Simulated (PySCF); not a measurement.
**[PbOF]−: other functionals and bases at one geometry**

How far do other levels of theory move the description of [PbOF]−, and what does each cost? The species was built from a template and needn't be a known compound.

Method: several levels, as the steps say, no spin–orbit coupling; program: PySCF 2.14.0.

1 further run of the same task is left out (for a known fault of the program).

## 1. The starting structure

3 atoms, charge -1, spin multiplicity 1.

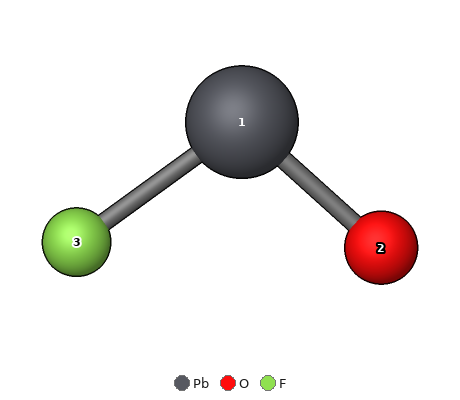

The geometry (lead dark grey, oxygen red, fluorine green); atoms are numbered from 1 in the order of the file.

Coordinates:

```
Pb    0.01139    0.00000   -0.45277
O     1.53263    0.00000    0.80742
F    -1.67489    0.00000    0.88280
```

Formal oxidation states: Pb +2. An earlier session relaxed this geometry at PBE0, Pb def2-SVP with ECP60, O def2-SVP, F def2-SVP (singlet, point group Cs).

At PBE0 on the finer grid: E = -367.650331 Eh, HOMO -0.53 eV, LUMO 3.74 eV, Mulliken charge on Pb1 +0.30 e, largest force component 0.022 eV/Å. 

Levels to run: HF; TPSSh; PBE0, TZVP. Hardware: 2 threads of Arm Neoverse V2, shared host.

## 2. HF

Input file run.py (the lines that set the calculation):

```python
mol = gto.M(atom='''
Pb     0.01139     0.00000    -0.45277
O      1.53263     0.00000     0.80742
F     -1.67489     0.00000     0.88280''',
    basis={'Pb': 'def2-SVP', 'O': 'def2-SVP', 'F': 'def2-SVP'},
    ecp={'Pb': 'def2-SVP'},
    charge=-1, spin=0)
mf = scf.RHF(mol)
mf = mf.density_fit()  # fitting sets: Pb def2-universal-JKFIT, O def2-universal-JKFIT, F def2-universal-JKFIT
mf.conv_tol = 1e-08; mf.max_cycle = 55
mf.kernel(dm0)  # dm0: the density of the relaxed state
```

Run with:

```console
OMP_NUM_THREADS=2 python run.py
```

The log of the run:

```text
init E= -365.938809083906
  HOMO = -0.131823972128538  LUMO = 0.232311749626923  gap/eV = 9.90864
cycle= 1 E= -365.964191421035  delta_E= -0.0254  |g|=  0.1  |ddm|= 0.528
  HOMO = -0.122071914151603  LUMO = 0.227159211446192  gap/eV = 9.50306
cycle= 2 E= -365.965366007921  delta_E= -0.00117  |g|= 0.0851  |ddm|= 0.151
  HOMO = -0.134585633832526  LUMO = 0.225103412987831  gap/eV = 9.78764
cycle= 3 E= -365.96701258412  delta_E= -0.00165  |g|= 0.0244  |ddm|= 0.0813
  HOMO = -0.131524656466782  LUMO = 0.225574229743859  gap/eV = 9.71716
cycle= 4 E= -365.96721852479  delta_E= -0.000206  |g|= 0.00783  |ddm|= 0.0356
  HOMO = -0.131346796024333  LUMO = 0.225325514108238  gap/eV = 9.70555
cycle= 5 E= -365.967255983889  delta_E= -3.75e-05  |g|= 0.00347  |ddm|= 0.0148
  HOMO = -0.130593572880321  LUMO = 0.225186232708833  gap/eV = 9.68126
cycle= 6 E= -365.967276047967  delta_E= -2.01e-05  |g|= 0.00157  |ddm|= 0.0147
  HOMO = -0.129922406584196  LUMO = 0.225196545333777  gap/eV = 9.66328
cycle= 7 E= -365.967281258245  delta_E= -5.21e-06  |g|= 0.000733  |ddm|= 0.00808
  HOMO = -0.129648159959251  LUMO = 0.225116412856018  gap/eV = 9.65364
cycle= 8 E= -365.967282436332  delta_E= -1.18e-06  |g|= 0.000343  |ddm|= 0.00386
  HOMO = -0.129537079888406  LUMO = 0.225082356766396  gap/eV = 9.64969
cycle= 9 E= -365.967282701101  delta_E= -2.65e-07  |g|= 8.74e-05  |ddm|= 0.0019
  HOMO = -0.12951851635765  LUMO = 0.225071179175114  gap/eV = 9.64888
cycle= 10 E= -365.967282719123  delta_E= -1.8e-08  |g|= 1.32e-05  |ddm|= 0.000575
  HOMO = -0.129516574782424  LUMO = 0.225069845008569  gap/eV = 9.64879
cycle= 11 E= -365.967282719309  delta_E= -1.86e-10  |g|= 2.22e-06  |ddm|= 5.13e-05
  HOMO = -0.129516480574484  LUMO = 0.225069796925631  gap/eV = 9.64878
Extra cycle  E= -365.967282719313  delta_E= -3.81e-12  |g|= 1.05e-06  |ddm|= 4e-06
converged SCF energy = -365.967282719313
```

Run time: 0.5 s. Hardware: 2 threads of Arm Neoverse V2, shared host.

Read off: E = -365.967283 Eh, HOMO -3.52 eV, LUMO 6.12 eV, Mulliken charge on Pb1 +0.65 e, largest force component 0.983 eV/Å. 

## 3. TPSSh

Changes to run.py (the lines that set the calculation) since step 2:

```diff
@@ -7,3 +7,4 @@
     charge=-1, spin=0)
-mf = scf.RHF(mol)
+mf = dft.RKS(mol, xc='TPSSH')
+mf.grids.atom_grid = (75, 302)
 mf = mf.density_fit()  # fitting sets: Pb def2-universal-JKFIT, O def2-universal-JKFIT, F def2-universal-JKFIT
```

Run with:

```console
OMP_NUM_THREADS=2 python run.py
```

The log of the run:

```text
init E= -367.765509801724
  HOMO = 0.0118488021225218  LUMO = 0.126724568432181  gap/eV = 3.12593
cycle= 1 E= -367.765877867128  delta_E= -0.000368  |g|= 0.0406  |ddm|= 0.106
  HOMO = -0.00295368705528645  LUMO = 0.124752161376151  gap/eV = 3.47505
cycle= 2 E= -367.759017211047  delta_E= 0.00686  |g|= 0.173  |ddm|= 0.176
  HOMO = 0.00875907638709659  LUMO = 0.127075137864981  gap/eV = 3.21954
cycle= 3 E= -367.766222526565  delta_E= -0.00721  |g|= 0.0247  |ddm|= 0.137
  HOMO = 0.00843935061929359  LUMO = 0.126892764042509  gap/eV = 3.22328
cycle= 4 E= -367.766319391076  delta_E= -9.69e-05  |g|= 0.00914  |ddm|= 0.0225
  HOMO = 0.0091003317265669  LUMO = 0.127011818790358  gap/eV = 3.20853
cycle= 5 E= -367.766341601203  delta_E= -2.22e-05  |g|= 0.000641  |ddm|= 0.00898
  HOMO = 0.00904265708498577  LUMO = 0.126963052778077  gap/eV = 3.20878
cycle= 6 E= -367.76634170177  delta_E= -1.01e-07  |g|= 0.000211  |ddm|= 0.000919
  HOMO = 0.00903688962745311  LUMO = 0.126968006862803  gap/eV = 3.20907
cycle= 7 E= -367.766341713533  delta_E= -1.18e-08  |g|= 1.78e-05  |ddm|= 0.000221
  HOMO = 0.0090369910148726  LUMO = 0.126967862937423  gap/eV = 3.20906
cycle= 8 E= -367.766341713598  delta_E= -6.46e-11  |g|= 5.47e-06  |ddm|= 2.21e-05
  HOMO = 0.00903549208852615  LUMO = 0.126967878572906  gap/eV = 3.20910
Extra cycle  E= -367.766341713484  delta_E= 1.14e-10  |g|= 2.24e-05  |ddm|= 2.33e-05
converged SCF energy = -367.766341713484
```

It took 1.3 s on 2 threads of Arm Neoverse V2, shared host.

Read off: E = -367.766342 Eh, HOMO 0.25 eV, LUMO 3.45 eV, Mulliken charge on Pb1 +0.25 e, largest force component 0.341 eV/Å. The highest filled level lies above zero; it isn't the detachment energy.

## 4. PBE0, TZVP

Basis: Pb def2-TZVP with ECP60, O def2-TZVP, F def2-TZVP. 

Input file run.py (the lines that set the calculation):

```python
mol = gto.M(atom='''
Pb     0.01139     0.00000    -0.45277
O      1.53263     0.00000     0.80742
F     -1.67489     0.00000     0.88280''',
    basis={'Pb': 'def2-TZVP', 'O': 'def2-TZVP', 'F': 'def2-TZVP'},
    ecp={'Pb': 'def2-TZVP'},
    charge=-1, spin=0)
mf = dft.RKS(mol, xc='PBE0')
mf.grids.atom_grid = (75, 302)
mf = mf.density_fit()  # fitting sets: Pb def2-universal-JKFIT, O def2-universal-JKFIT, F def2-universal-JKFIT
mf.conv_tol = 1e-08; mf.max_cycle = 55
mf.kernel(dm0)  # dm0: free metal ions and neutral atoms
```

Run with:

```console
OMP_NUM_THREADS=2 python run.py
```

The log of the run:

```text
init E= -382.498218235086
  HOMO = 0.253811924652899  LUMO = 0.307173419354762  gap/eV = 1.45204
cycle= 1 E= -349.322147673211  delta_E= 33.2  |g|= 6.21  |ddm|= 17.6
  HOMO = -0.790928506838764  LUMO = -0.754691558517351  gap/eV = 0.98606
cycle= 2 E= -302.327228447067  delta_E=   47  |g|= 16.7  |ddm|= 20.5
  HOMO = -0.884499119619452  LUMO = -0.487446532117985  gap/eV = 10.80435
cycle= 3 E= -358.956621486493  delta_E= -56.6  |g|= 7.39  |ddm|= 10.1
  HOMO = -0.298879359850158  LUMO = -0.12132543245928  gap/eV = 4.83149
cycle= 4 E= -364.458332509763  delta_E= -5.5  |g|= 4.12  |ddm|= 3.29
  HOMO = -0.232550025147166  LUMO = 0.0259181342942288  gap/eV = 7.03328
cycle= 5 E= -367.061422027853  delta_E= -2.6  |g|= 2.01  |ddm|= 3.22
  HOMO = 0.0305895374904739  LUMO = 0.116749362712937  gap/eV = 2.34453
cycle= 6 E= -367.331354707278  delta_E= -0.27  |g|= 1.65  |ddm|= 1.99
  HOMO = -0.0022834150581329  LUMO = 0.109636876704947  gap/eV = 3.04551
cycle= 7 E= -367.571521449646  delta_E= -0.24  |g|=  1.3  |ddm|=  1.7
  HOMO = -0.0308185731836186  LUMO = 0.120220621265982  gap/eV = 4.10999
cycle= 8 E= -367.899848403425  delta_E= -0.328  |g|= 0.158  |ddm|= 0.727
  HOMO = -0.0335747526729188  LUMO = 0.11686608184462  gap/eV = 4.09370
cycle= 9 E= -367.903220940334  delta_E= -0.00337  |g|= 0.0874  |ddm|= 0.196
  HOMO = -0.0364800055606691  LUMO = 0.116822657943754  gap/eV = 4.17158
cycle= 10 E= -367.904331786545  delta_E= -0.00111  |g|= 0.0167  |ddm|= 0.0611
  HOMO = -0.036809330120175  LUMO = 0.1176479175687  gap/eV = 4.20300
cycle= 11 E= -367.904393958398  delta_E= -6.22e-05  |g|= 0.00506  |ddm|= 0.0155
  HOMO = -0.0374179557213655  LUMO = 0.117503279650652  gap/eV = 4.21562
cycle= 12 E= -367.904398734507  delta_E= -4.78e-06  |g|= 0.0019  |ddm|= 0.00485
  HOMO = -0.037333117556214  LUMO = 0.117479285178689  gap/eV = 4.21266
cycle= 13 E= -367.904399489003  delta_E= -7.54e-07  |g|= 0.000322  |ddm|= 0.0015
  HOMO = -0.0372976351465423  LUMO = 0.117491020018591  gap/eV = 4.21201
cycle= 14 E= -367.904399514702  delta_E= -2.57e-08  |g|= 6.92e-05  |ddm|= 0.000354
  HOMO = -0.0372979495386623  LUMO = 0.117490400642303  gap/eV = 4.21201
cycle= 15 E= -367.904399516022  delta_E= -1.32e-09  |g|= 1.81e-05  |ddm|= 9.42e-05
  HOMO = -0.037292154288261  LUMO = 0.117491194547387  gap/eV = 4.21187
Extra cycle  E= -367.904399515172  delta_E= 8.5e-10  |g|= 6.63e-05  |ddm|= 5.46e-05
converged SCF energy = -367.904399515172
```

Wall time 3.9 s (2 threads of Arm Neoverse V2, shared host).

Result: E = -367.904400 Eh, HOMO -1.01 eV, LUMO 3.20 eV, Mulliken charge on Pb1 +0.49 e, largest force component 0.498 eV/Å. 

## 5. All levels side by side

| level | state | HOMO (eV) | gap (eV) | charge on Pb1 (e) | dipole (D) | largest force (eV/Å) | basis functions | time |
| --- | --- | --- | --- | --- | --- | --- | --- | --- |
| PBE0 (relaxed here) | singlet | -0.53 | 4.27 | 0.30 | 5.21 | 0.02 | 54 | 2 s |
| HF | singlet | -3.52 | 9.65 | 0.65 | 6.37 | 0.98 | 54 | 0.5 s |
| TPSSh | singlet | 0.25 | 3.21 | 0.25 | 4.94 | 0.34 | 54 | 1.3 s |
| PBE0, TZVP | singlet | -1.01 | 4.21 | 0.49 | 5.90 | 0.50 | 112 | 3.9 s |

Times are on 2 threads of Arm Neoverse V2, shared host; the first row also made further properties. The dipole of a charged species depends on the origin, so these sizes hold for this origin alone.

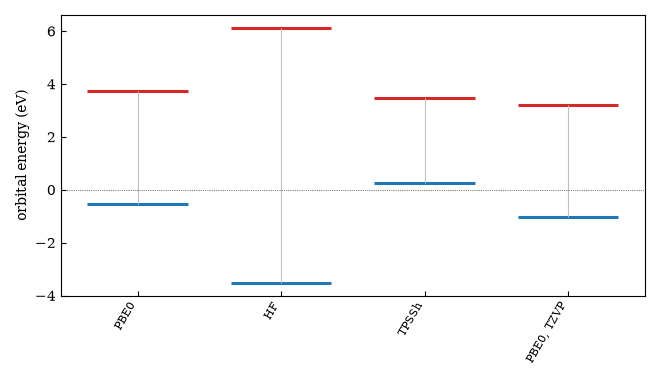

Highest filled and lowest empty level, method by method.

In one basis the HOMO–LUMO gap runs from 3.21 eV (TPSSh) to 9.65 eV (HF). The largest leftover force, 0.98 eV/Å with HF, stands at a geometry relaxed at another level. The Mulliken charge on Pb spans +0.25 to +0.65 e over the levels. Total energies of different levels can't be compared. Spin–orbit coupling is left out throughout.
